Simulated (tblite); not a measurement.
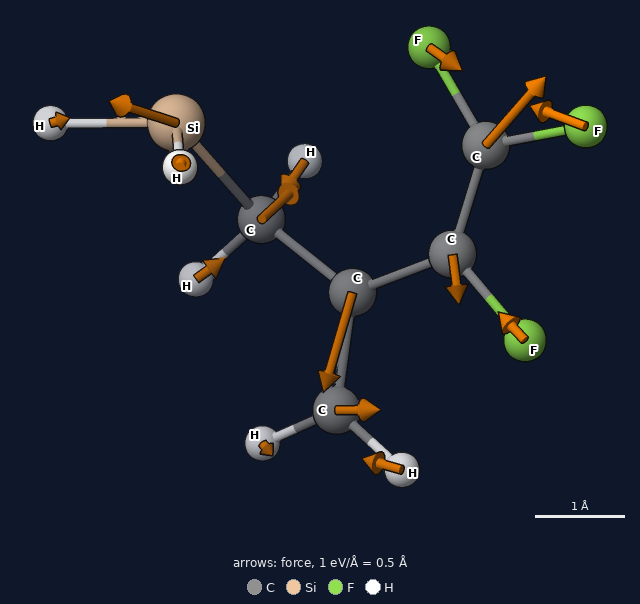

Starting geometry of C$_{5}$H$_{6}$F$_{3}$Si (multiplicity 2) with the computed forces as orange arrows. The picture is a ball-and-stick view, seen at a tilt.

Theory: GFN2-xTB geometry optimisation, gas phase (tblite 0.8.0). 

What follows when this structure is relaxed?

Answer. It isn't relaxed: the largest force vector, on a C atom, is 2.41 eV/Å. The final displacements have little in common with the starting forces (cosine between the two patterns 0.13). After 133 geometry steps the energy has fallen by 55.2 kJ/mol. The largest move after the best rigid fit is that of an H atom, 1.59 Å. By element the largest moves are H 1.59 Å, Si 0.34 Å, C 0.24 Å, F 0.20 Å. Among the contacts that change: C–Si 1.846 → 1.911 Å, C–H 1.135 → 1.087 Å, C–F 1.375 → 1.329 Å, H–Si 1.495 → 1.453 Å. Bond angles that change, for instance: C–C–C 128.2° → 118.6°, C–C–Si 115.6° → 107.5°, C–C–C 115.1° → 122.2°. Groups turn about C–Si by about 85°, C–C by about 25°. The run took 0.86 s on 1 thread of Arm Neoverse V2, with other jobs on the host.
